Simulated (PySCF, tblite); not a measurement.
# C₁₂H₇Br: excited states

Aim: compute the excited states of C₁₂H₇Br (`BrC1=Cc2cc3c(cc2=C1)C=CC=3`).

Programs: tblite 0.8.0 and PySCF 2.14.0, with routines of our own; each step states its level. All values are computed. Atoms count from 0.

## (1) The starting structure

20 atoms, charge 0, multiplicity 1; geometry from: force field or distance geometry start.

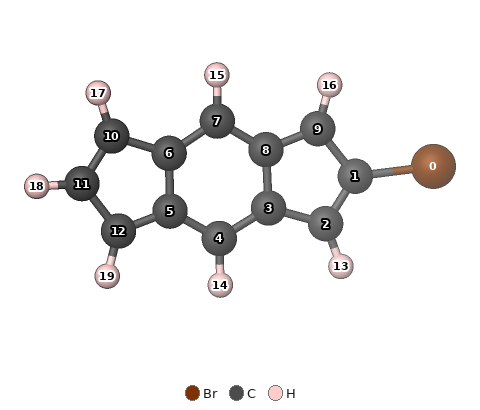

The starting geometry (bromine brown, carbon dark grey, hydrogen pink).

## (2) Optimising the geometry with GFN2-xTB

Job settings and geometry (Å):

```
{"job": {"kind": "relax", "xc": "GFN2-xTB", "basis": "xTB"}, "charge": 0, "multiplicity": 1}
Br    -5.148600    -0.264800    -0.342200
C     -3.252800    -0.111100    -0.320300
C     -2.464700     0.427400    -1.232200
C     -1.117400     0.288700    -0.733900
C      0.116800     0.651700    -1.232000
C      1.257900     0.372200    -0.515300
C      1.186000    -0.264300     0.702300
C     -0.023000    -0.643100     1.243500
C     -1.149000    -0.360000     0.496600
C     -2.426500    -0.615700     0.788300
C      2.536400    -0.427400     1.230100
C      3.330200     0.114900     0.317600
C      2.527700     0.627000    -0.781300
H     -2.763900     0.892300    -2.174900
H      0.166600     1.171900    -2.209700
H     -0.086800    -1.152000     2.214300
H     -2.781800    -1.103600     1.675300
H      2.793600    -0.898700     2.172800
H      4.422900     0.175700     0.395200
H      2.871100     1.129800    -1.697100
```

Run with:

```sh
OMP_NUM_THREADS=1 python excited_run.py task.json out
```

The driver reads the jobs from task.json and runs them one after another.

Log:

```text
step      E/eV     max force
  0    -904.82514    4.307
  1    -905.25863    2.451
  2    -905.39340    0.928
  3    -905.42267    0.442
  4    -905.45104    0.369
  5    -905.47278    0.305
  6    -905.48271    0.304
  7    -905.49294    0.250
  8    -905.49974    0.269
  9    -905.50482    0.193
 10    -905.50782    0.098
 11    -905.50949    0.084
 12    -905.51039    0.079
 13    -905.51101    0.062
 14    -905.51152    0.063
 15    -905.51194    0.049
 16    -905.51229    0.039
 17    -905.51260    0.042
 18    -905.51285    0.042
 19    -905.51302    0.031
 20    -905.51314    0.022
 21    -905.51322    0.022
 22    -905.51328    0.020
 23    -905.51332    0.015
 24    -905.51335    0.014
 25    -905.51338    0.012
 26    -905.51339    0.011
 27    -905.51341    0.008
```

It took 0.58 s on 1 thread of Arm Neoverse N1, shared host; peak memory 0.18 GiB.

Step by step:

```csv
step,energy from step 0 (eV),largest force (eV/Å)
0,0.0000,4.3069
1,-0.4335,2.4512
2,-0.5683,0.9283
3,-0.5975,0.4422
4,-0.6259,0.3691
5,-0.6476,0.3054
6,-0.6576,0.3039
7,-0.6678,0.2504
8,-0.6746,0.2690
9,-0.6797,0.1930
10,-0.6827,0.0981
11,-0.6843,0.0838
12,-0.6852,0.0789
13,-0.6859,0.0620
14,-0.6864,0.0634
15,-0.6868,0.0494
16,-0.6871,0.0393
17,-0.6875,0.0417
18,-0.6877,0.0425
19,-0.6879,0.0314
20,-0.6880,0.0224
21,-0.6881,0.0222
22,-0.6881,0.0197
23,-0.6882,0.0153
24,-0.6882,0.0145
25,-0.6882,0.0120
26,-0.6882,0.0108
27,-0.6883,0.0085
```

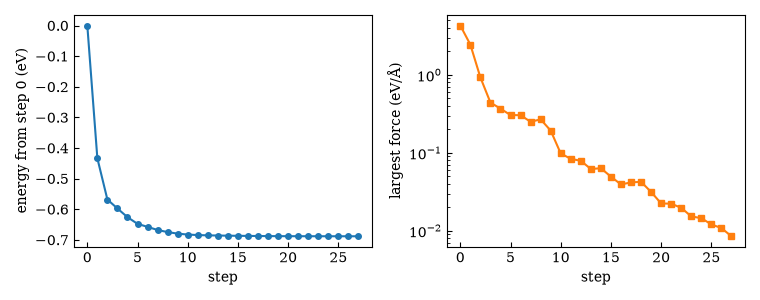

Energy and largest force along the relaxation.

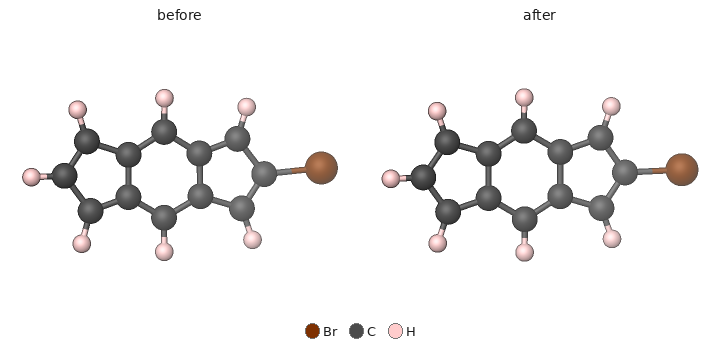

The geometry before (left) and after (right).

Distances of close pairs at the start and the end, largest changes first:

| bond | before (Å) | after (Å) | change (Å) |
| --- | --- | --- | --- |
| C5–C12 | 1.322 | 1.401 | +0.079 |
| C5–C6 | 1.376 | 1.441 | +0.065 |
| C8–C9 | 1.335 | 1.398 | +0.063 |
| C1–C9 | 1.472 | 1.409 | -0.063 |
| C1–C2 | 1.320 | 1.377 | +0.057 |
| C3–C8 | 1.391 | 1.442 | +0.051 |
| C10–C11 | 1.325 | 1.376 | +0.050 |
| C11–C12 | 1.454 | 1.409 | -0.045 |

The final coordinates are the input of the step that follows.

## (3) Vibrational analysis with GFN2-xTB

Job settings and geometry (Å):

```
{"job": {"kind": "ir", "xc": "GFN2-xTB", "basis": "xTB"}, "charge": 0, "multiplicity": 1}
Br    -5.161157    -0.239743    -0.390278
C     -3.278180    -0.137958    -0.272952
C     -2.446861     0.423522    -1.216646
C     -1.109327     0.287640    -0.733238
C      0.099078     0.672392    -1.273487
C      1.256741     0.388787    -0.538107
C      1.184253    -0.280968     0.735500
C     -0.018634    -0.664785     1.277712
C     -1.181033    -0.381187     0.542448
C     -2.528657    -0.636369     0.811509
C      2.530131    -0.414913     1.210928
C      3.374578     0.142688     0.279076
C      2.611298     0.638784    -0.796492
H     -2.745175     0.878120    -2.142674
H      0.156701     1.174566    -2.229242
H     -0.078742    -1.166821     2.233291
H     -2.936027    -1.121567     1.679324
H      2.813812    -0.875625     2.139537
H      4.445238     0.196407     0.349724
H      3.006813     1.127706    -1.668969
```

Log:

```text
mode    cm-1     km/mol
  1      57.2      0.21
  2     133.6      1.14
  3     155.9      0.37
  4     170.8      1.43
  5     245.5      0.66
  6     286.7      0.18
  7     305.8      5.62
  8     333.3      0.03
  9     371.0      3.40
 10     389.2     10.32
 11     457.8      7.46
 12     490.6      1.07
 13     519.1      3.80
 14     532.8      0.14
 15     633.8      0.22
 16     697.7      0.02
 17     743.6      0.82
 18     769.4     19.56
 19     770.5      4.52
 20     774.9      5.64
 21     785.5      0.18
 22     813.4     18.29
 23     822.9      0.05
 24     833.6      9.52
 25     851.5      1.09
 26     874.3     11.34
 27     876.0      0.02
 28     891.7      8.51
 29     901.2     24.60
 30    1066.3      5.21
 31    1079.2      9.69
 32    1085.1      0.32
 33    1131.5      5.72
 34    1153.5      3.04
 35    1188.8     24.76
 36    1202.8      0.15
 37    1245.5      2.14
 38    1294.4     12.57
 39    1337.5     34.60
 40    1348.8      2.53
 41    1366.1     34.85
 42    1404.1     30.50
 43    1449.4     64.56
 44    1528.2     35.07
 45    1536.1      1.05
 46    1560.6    143.70
 47    1573.7    538.76
 48    3069.4     31.57
 49    3070.3     11.54
 50    3128.5      9.16
 51    3135.3     25.22
 52    3144.5     10.19
 53    3149.2     56.18
 54    3150.4      9.75
```

It took 2.1 s on 1 thread of Arm Neoverse N1, shared host; peak memory 0.18 GiB.

Which atoms move in the most intense modes:

```
cm⁻¹  km/mol                                 atoms
1338    34.6    C5 22 %, C6 20 %, C8 14 %, C3 11 %
1366    34.9  C11 27 %, C12 19 %, C9 11 %, C1 11 %
1449    64.6  C10 22 %, C11 20 %, C2 19 %, C1 18 %
1528    35.1             C8 34 %, C5 16 %, C3 14 %
1561   143.7             C3 42 %, C4 21 %, C8 11 %
1574   538.8             C6 38 %, C7 22 %, C5 13 %
3069    31.6                              H14 86 %
3149    56.2                    H18 65 %, H17 20 %
```

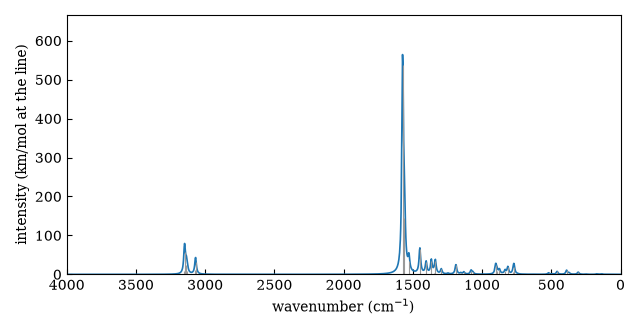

The infrared spectrum from these modes, unscaled. Lines are broadened to a width of 14 cm⁻¹ (Lorentzian).

## (4) Excited states: TDA B3LYP/def2-SVP

Settings changed since step 3:

```diff
@@ -1,2 +1,2 @@
-{"job": {"kind": "ir", "xc": "GFN2-xTB", "basis": "xTB"}, "charge": 0, "multiplicity": 1}
+{"job": {"kind": "states", "xc": "B3LYP", "basis": "def2-SVP", "tda": true, "soc": true, "nstates": 5, "ntriplets": 6, "nquad": 4}, "charge": 0, "multiplicity": 1}
 Br    -5.161157    -0.239743    -0.390278
```

Method: TDA B3LYP/def2-SVP excited states, vertical, gas phase, spin-orbit mean-field couplings.

Log:

```text
coarse grid: 86800 points
cycle   1  E = -3034.9085052535  dE =  1.508e+00  |g| = 4.384e-01  |ddm| = 6.366e+00
cycle   2  E = -3034.8776049619  dE =  3.090e-02  |g| = 5.517e-01  |ddm| = 1.564e+00
cycle   3  E = -3034.9416033351  dE = -6.400e-02  |g| = 2.471e-01  |ddm| = 9.905e-01
cycle   4  E = -3034.9582851398  dE = -1.668e-02  |g| = 1.255e-01  |ddm| = 4.423e-01
cycle   5  E = -3034.9634082454  dE = -5.123e-03  |g| = 2.804e-02  |ddm| = 1.755e-01
cycle   6  E = -3034.9635694938  dE = -1.612e-04  |g| = 1.402e-02  |ddm| = 4.760e-02
cycle   7  E = -3034.9636241432  dE = -5.465e-05  |g| = 4.131e-03  |ddm| = 2.106e-02
cycle   8  E = -3034.9636286964  dE = -4.553e-06  |g| = 9.529e-04  |ddm| = 6.115e-03
final grid: 185176 points
cycle   9  E = -3034.9636233090  dE =  4.847e-07  |g| = 1.824e-03  |ddm| = 5.675e-03
cycle  10  E = -3034.9636172351  dE =  6.074e-06  |g| = 4.638e-03  |ddm| = 7.845e-03
cycle  11  E = -3034.9636236159  dE = -6.381e-06  |g| = 1.449e-03  |ddm| = 6.712e-03
cycle  12  E = -3034.9636243065  dE = -6.906e-07  |g| = 2.052e-04  |ddm| = 1.880e-03
cycle  13  E = -3034.9636243210  dE = -1.445e-08  |g| = 4.696e-05  |ddm| = 2.829e-04
cycle  14  E = -3034.9636243239  dE = -2.948e-09  |g| = 3.385e-05  |ddm| = 2.133e-04
cycle  15  E = -3034.9636243257  dE = -1.800e-09  |g| = 1.452e-05  |ddm| = 2.482e-04
cycle  16  E = -3034.9636243258  dE = -9.277e-11  |g| = 4.051e-06  |ddm| = 5.489e-05
converged SCF energy = -3034.9636243258

Singlet excitations
state   eV       nm        f     d(h-e)  d(exc)  Lambda  PR(NTO)  |dmu|/D   mu/D   main configurations
  1   1.0504  1180.4   0.00024   0.468   3.942   0.490   1.009    1.044    1.242   H->L 0.99
  2   3.0185   410.7   0.23861   0.244   3.815   0.795   1.794    0.333    1.953   H-1->L 0.67, H->L+1 0.29
  3   3.4498   359.4   0.04933   2.728   5.251   0.649   1.128    6.449    4.167   H-2->L 0.91
  4   3.5391   350.3   0.00001   4.975   5.873   0.153   1.001   12.322   10.039   H-3->L 1.00
  5   4.2912   288.9   0.00209   0.070   3.686   0.551   1.150                     H-1->L+1 0.92

Triplet excitations (Tamm-Dancoff)
state   eV     d(h-e)  d(exc)  Lambda  PR(NTO)   main configurations
  1   0.7972   0.489   3.955   0.490   1.008   H->L 0.99
  2   0.9458   0.162   3.764   0.829   1.018   H-1->L 0.99
  3   2.6254   0.896   4.303   0.648   1.124   H-2->L 0.89
  4   3.1908   0.173   3.228   0.791   1.104   H-4->L 0.95
  5   3.2668   0.362   3.832   0.731   1.150   H->L+1 0.92
  6   3.5082   4.929   5.846   0.154   1.001   H-3->L 0.99
S1 - T1 = 0.2532 eV

Spin-orbit couplings |<S|Hso|T>| (cm-1)
             T1       T2       T3       T4       T5       T6
S0        0.319    0.009    1.009    0.098    0.211   62.047
S1        0.002    0.047    0.016    0.060    0.055  311.373
S2        0.090    0.003    0.093    0.014    0.031   91.372
S3        0.054    0.047    0.097    0.160    0.062  835.922
S4      323.662   21.054  546.075   21.437  173.656    1.954
S5        0.018    0.059    0.035    0.009    0.079    7.557
T1 sublevels (cm-1): 0.000 0.011 0.023   radiative rates (1/s): 0.00689 0.0335 0.00738
```

Wall time 3 min (1 thread of Arm Neoverse N1, shared host); peak memory 0.96 GiB.

Key values:

```
  quantity    value
S1 less T1  0.25 eV
```

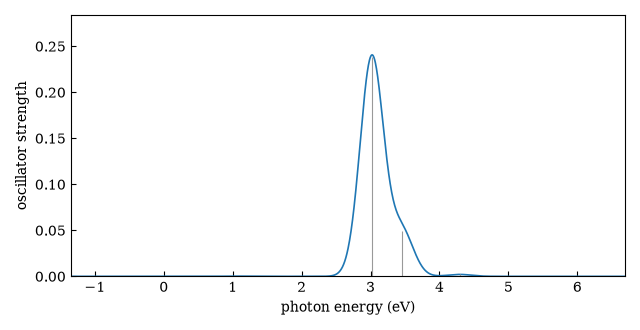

Absorption lines of the singlets. Lines are broadened to a width of 0.40 eV (Gaussian).

## (5) Outcome

| quantity | value |
| --- | --- |
| strongest single infrared mode (GFN2-xTB) | 1574 cm⁻¹, 539 km/mol |
| zero-point energy (GFN2-xTB) | 88.5 kcal/mol |
| S1 less T1 (step 4, TDA B3LYP/def2-SVP) | 0.25 eV |

**Reading.** All 54 modes are real, so the xTB geometry is a minimum. The strongest single mode, at 1574 cm⁻¹, is carried by C6, C7, C5. GFN2-xTB is a fitted tight-binding method: band positions and strengths are rough. Its intensities can rank the bands wrongly. Scalar relativity is left out for the heavy atoms. In step 4, the number of triplets below S1 is 2, and the largest singlet-triplet spin-orbit coupling is S3–T6, 835.92 cm⁻¹.
